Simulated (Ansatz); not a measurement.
# UCCSDT(Q)/STO-3G run of SiH3S (SMILES [SiH2]S)

Aim: the vertical doublet–quartet gap of SiH3S at UCCSDT(Q)/STO-3G, from 2 runs. 

The results are computed with Ansatz 0.2.0.

31 further runs of the same task are left out: 31 set aside as unsound or not needed.

## Step 1: The molecule

The species is SiH3S (5 atoms), meant as a doublet with charge 0. As SMILES, `[SiH2]S`. Geometry: relaxed at PBE0-D4/def2-TZVP. This is one conformer, not always the lowest.

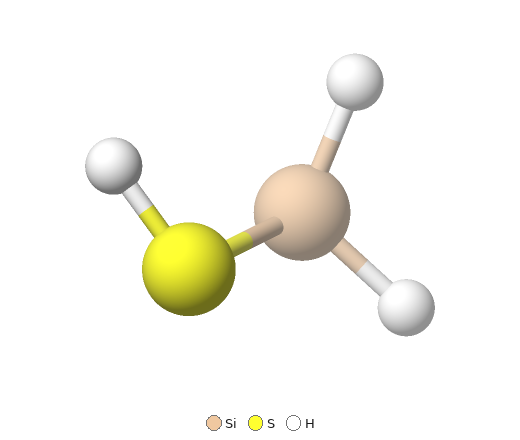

Viewed from a chosen angle; silicon light orange, sulfur yellow, hydrogen white.

## Step 2: A single-point energy at UCCSDT(Q)/STO-3G

File input.yaml:

```yaml
crystal:
  periodic: [false, false, false]
  atoms:
    - symbol: Si
      position_ang: [-0.096300, -0.694000, -0.309300]
    - symbol: S
      position_ang: [0.273100, 1.406000, -0.294500]
    - symbol: H
      position_ang: [-0.094500, -1.256800, 1.073000]
    - symbol: H
      position_ang: [-1.440300, -0.843200, -0.929900]
    - symbol: H
      position_ang: [1.407800, 1.314300, 0.419300]
basis:
  gaussian:
    orbitals: STO-3G
correlation:
  method: ccsdt_q
  frozen_orbitals: {H: 0, S: 5, Si: 5}
accuracy: high
magnetization:
  spin_polarized: true
  initial_magnetization: 1
scf:
  omitted_lower_state_checks: [cluster_reference, increment]
```

Started as:

```sh
$ ansatz run input.yaml --threads 1 --pin off --max-ram 2610MiB --events-out events.jsonl --progress --plain --runs-dir runs
```

The program printed:

```text
Warning: RAYON_NUM_THREADS=1 ignored (pool sized by the plan → 1); use --threads N
Functional definition: HF
  name "HF"
  exchange = exact_x
  correlation = 0
these checks for a lower state are left out or cut short: cluster_reference, increment
364 factors; integrals over basis functions are off by at most 2.7e-8 eV
mean field evaluation 1: about -18515.8007 eV, gradient 8.9e0 eV
mean field evaluation 2: about -18515.8259 eV, gradient 8.9e0 eV
mean field evaluation 4: about -18516.7488 eV, gradient 1.0e0 eV
mean field evaluation 8: about -18516.7843 eV, gradient 1.1e-2 eV
mean field -18516.78430653 eV, -680.4792721377 hartree, gradient 8.1e-8 eV, S^2 0.752617; 0 other end points of the search recorded, 0 dependent functions left out
10 core orbitals not correlated: weight in the atoms' cores, before any rotation towards them, 1.000 or more for the frozen orbitals, at most 0.000 for the correlated occupied ones
reference -18516.78430653 eV, -680.4792721377 hartree; 7, 6 occupied and 4, 5 virtual orbitals, 364 factors
second order -1.48309501 eV of doubles, -0.00000000 eV of singles
cycle   1  -1.91199155 eV  change   -4.3e-1 eV  update   6.3e-2
cycle   2  -2.16940154 eV  change   -2.6e-1 eV  update   2.7e-2
cycle   3  -2.19747480 eV  change   -2.8e-2 eV  update   1.0e-2
cycle   4  -2.20500530 eV  change   -7.5e-3 eV  update   5.6e-3
cycle   5  -2.20459274 eV  change    4.1e-4 eV  update   2.3e-3
cycle   6  -2.20428907 eV  change    3.0e-4 eV  update   1.0e-3
cycle   7  -2.20415430 eV  change    1.3e-4 eV  update   3.7e-4
cycle   8  -2.20422990 eV  change   -7.6e-5 eV  update   1.5e-4
cycle   9  -2.20428743 eV  change   -5.8e-5 eV  update   6.9e-5
cycle  10  -2.20425879 eV  change    2.9e-5 eV  update   2.4e-5
cycle  11  -2.20425713 eV  change    1.7e-6 eV  update   1.0e-5
cycle  12  -2.20425539 eV  change    1.7e-6 eV  update   4.9e-6
cycle  13  -2.20425858 eV  change   -3.2e-6 eV  update   1.9e-6
cycle  14  -2.20426018 eV  change   -1.6e-6 eV  update   7.7e-7
cycle  15  -2.20425979 eV  change    3.9e-7 eV  update   3.3e-7
cycle  16  -2.20425959 eV  change    2.0e-7 eV  update   1.4e-7
cycle  17  -2.20425951 eV  change    7.7e-8 eV  update   6.5e-8
cycle  18  -2.20425952 eV  change   -8.1e-9 eV  update   3.7e-8
cycle  19  -2.20425953 eV  change   -8.0e-9 eV  update   2.0e-8
cycle  20  -2.20425948 eV  change    4.5e-8 eV  update   6.0e-8
cycle  21  -2.20425946 eV  change    1.7e-8 eV  update   2.5e-8
cycle  22  -2.20425947 eV  change   -2.4e-9 eV  update   9.7e-9
cycle  23  -2.20425947 eV  change   -2.5e-9 eV  update   4.4e-9
cycle  24  -2.20425947 eV  change   -1.4e-9 eV  update   1.7e-9
cycle  25  -2.20425947 eV  change  -1.5e-10 eV  update  5.7e-10
perturbative correction -0.00026372 eV, -0.0000096914 hartree
Total energy: -18518.98882971 eV, -680.5602868705 hartree
Checks for a lower state left out: cluster_reference, increment
```

Run time: 0.6 s. Hardware: 1 thread of Intel Xeon Platinum 8488C (Sapphire Rapids), shared host.

## Step 3: The quartet

File input.yaml:

```yaml
crystal:
  periodic: [false, false, false]
  atoms:
    - {symbol: Si, position_ang: [-0.096300, -0.694000, -0.309300]}
    - {symbol: S, position_ang: [0.273100, 1.406000, -0.294500]}
    - {symbol: H, position_ang: [-0.094500, -1.256800, 1.073000]}
    - {symbol: H, position_ang: [-1.440300, -0.843200, -0.929900]}
    - {symbol: H, position_ang: [1.407800, 1.314300, 0.419300]}
basis:
  gaussian:
    orbitals: STO-3G
magnetization:
  spin_polarized: true
  initial_magnetization: 3
correlation:
  method: ccsdt_q
  frozen_orbitals: {H: 0, S: 5, Si: 5}
accuracy: high
scf:
  omitted_lower_state_checks: [cluster_reference, increment]
```

Started as:

```sh
$ ansatz run input.yaml --threads 1 --pin off --max-ram 2610MiB --events-out events.jsonl --progress --plain --runs-dir runs
```

The program printed:

```text
Warning: RAYON_NUM_THREADS=1 ignored (pool sized by the plan → 1); use --threads N
[... 4 set-up lines as earlier in the session ...]
these checks for a lower state are left out or cut short: cluster_reference, increment
364 factors; integrals over basis functions are off by at most 2.7e-8 eV
mean field evaluation 1: about -18507.8848 eV, gradient 5.9e0 eV
mean field evaluation 2: about -18507.9652 eV, gradient 5.8e0 eV
mean field evaluation 4: about -18508.7330 eV, gradient 1.5e0 eV
mean field evaluation 8: about -18509.0777 eV, gradient 1.7e-1 eV
mean field evaluation 16: about -18509.0775 eV, gradient 2.4e-8 eV
mean field -18509.07752079 eV, -680.1960529856 hartree, gradient 2.4e-8 eV, S^2 3.762809; 2 other end points of the search recorded, 0 dependent functions left out
10 core orbitals not correlated: weight in the atoms' cores, before any rotation towards them, 1.000 or more for the frozen orbitals, at most 0.000 for the correlated occupied ones
reference -18509.07752079 eV, -680.1960529856 hartree; 8, 5 occupied and 3, 6 virtual orbitals, 364 factors
second order -1.09455401 eV of doubles, -0.00000000 eV of singles
cycle   1  -1.47122910 eV  change   -3.8e-1 eV  update   5.5e-2
cycle   2  -1.70952816 eV  change   -2.4e-1 eV  update   2.5e-2
cycle   3  -1.72619342 eV  change   -1.7e-2 eV  update   9.0e-3
cycle   4  -1.73370359 eV  change   -7.5e-3 eV  update   5.1e-3
cycle   5  -1.73413250 eV  change   -4.3e-4 eV  update   3.7e-3
cycle   6  -1.73438319 eV  change   -2.5e-4 eV  update   2.6e-3
cycle   7  -1.73669435 eV  change   -2.3e-3 eV  update   1.6e-3
cycle   8  -1.73664774 eV  change    4.7e-5 eV  update   8.3e-4
cycle   9  -1.73641606 eV  change    2.3e-4 eV  update   4.4e-4
cycle  10  -1.73663903 eV  change   -2.2e-4 eV  update   2.5e-4
cycle  11  -1.73674712 eV  change   -1.1e-4 eV  update   1.5e-4
cycle  12  -1.73671078 eV  change    3.6e-5 eV  update   9.6e-5
cycle  13  -1.73663660 eV  change    7.4e-5 eV  update   6.7e-5
cycle  14  -1.73664391 eV  change   -7.3e-6 eV  update   3.8e-5
cycle  15  -1.73666664 eV  change   -2.3e-5 eV  update   2.3e-5
cycle  16  -1.73667366 eV  change   -7.0e-6 eV  update   1.1e-5
cycle  17  -1.73667085 eV  change    2.8e-6 eV  update   6.5e-6
cycle  18  -1.73666508 eV  change    5.8e-6 eV  update   4.5e-6
cycle  19  -1.73666229 eV  change    2.8e-6 eV  update   3.3e-6
cycle  20  -1.73666380 eV  change   -1.5e-6 eV  update   2.2e-6
cycle  21  -1.73666499 eV  change   -1.2e-6 eV  update   1.6e-6
cycle  22  -1.73666433 eV  change    6.6e-7 eV  update   1.0e-6
cycle  23  -1.73666335 eV  change    9.9e-7 eV  update   6.7e-7
cycle  24  -1.73666295 eV  change    4.0e-7 eV  update   4.8e-7
cycle  25  -1.73666289 eV  change    5.4e-8 eV  update   3.6e-7
cycle  26  -1.73666292 eV  change   -2.7e-8 eV  update   2.3e-7
cycle  27  -1.73666286 eV  change    5.4e-8 eV  update   1.5e-7
cycle  28  -1.73666283 eV  change    3.1e-8 eV  update   8.0e-8
cycle  29  -1.73666285 eV  change   -1.3e-8 eV  update   5.1e-8
cycle  30  -1.73666286 eV  change   -1.5e-8 eV  update   3.5e-8
cycle  31  -1.73666284 eV  change    1.7e-8 eV  update   2.6e-8
cycle  32  -1.73666285 eV  change   -7.1e-9 eV  update   2.0e-8
cycle  33  -1.73666257 eV  change    2.8e-7 eV  update   6.4e-8
cycle  34  -1.73666242 eV  change    1.4e-7 eV  update   2.8e-8
cycle  35  -1.73666240 eV  change    2.0e-8 eV  update   1.2e-8
cycle  36  -1.73666240 eV  change   6.5e-10 eV  update   7.7e-9
cycle  37  -1.73666241 eV  change   -2.4e-9 eV  update   4.6e-9
cycle  38  -1.73666240 eV  change   9.4e-10 eV  update   2.6e-9
cycle  39  -1.73666240 eV  change   9.6e-10 eV  update   1.4e-9
perturbative correction -0.00014782 eV, -0.0000054323 hartree
Total energy: -18510.81433101 eV, -680.2598795841 hartree
Checks for a lower state left out: cluster_reference, increment
```

Run time: 0.7 s. Hardware: 1 thread of Intel Xeon Platinum 8488C (Sapphire Rapids), shared host.

## Step 4: Outcome

At UCCSDT(Q)/STO-3G, 10 core orbitals frozen:

```
                                             quantity          value
                                doublet: total energy  -680.56029 Eh
doublet: correlation energy (10 core orbitals frozen)      -81.0 mEh
           doublet: ⟨S²⟩ of the reference determinant          0.753
                               doublet: T1 diagnostic          0.013
                                quartet: total energy  -680.25988 Eh
quartet: correlation energy (10 core orbitals frozen)      -63.8 mEh
           quartet: ⟨S²⟩ of the reference determinant          3.763
                               quartet: T1 diagnostic          0.014
     vertical energy of the quartet above the doublet       8.174 eV
```

**Reading.** At this shape the quartet lies 8.17 eV (189 kcal/mol) above the doublet. In a minimal basis such a difference can be off by several eV, whatever the method.
